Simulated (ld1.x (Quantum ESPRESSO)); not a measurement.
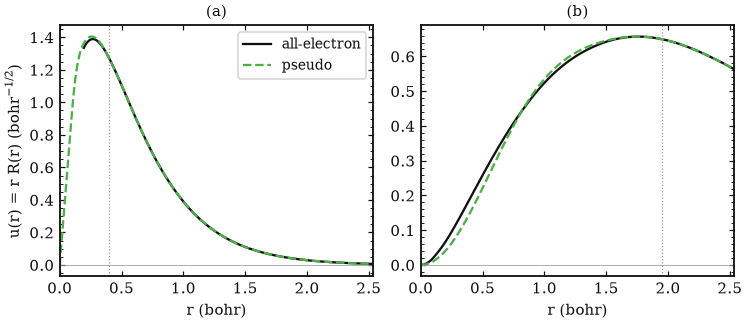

Partial waves u(r) = r R(r), all-electron (solid) and pseudo (dashed). Dotted lines mark the matching radii. The all-electron curves start outside the innermost oscillations, which aren't drawn.

ld1.x (Quantum ESPRESSO) 7.5, revPBE, scalar-relativistic. The levels are (a) -124.87 eV, (b) -14.08 eV.

Which element and which shells are these?

Beryllium (Be), core none, valence 1s2 2s0.5 2p0 (charge +1.5): (a) 1s, (b) 2p.

Are the pseudo-waves norm-conserving?

Yes. The RRKJ scheme keeps the all-electron norm inside the radius.

The potential isn't sound: the pseudo-atom misses its own reference levels by up to 0.47 eV.
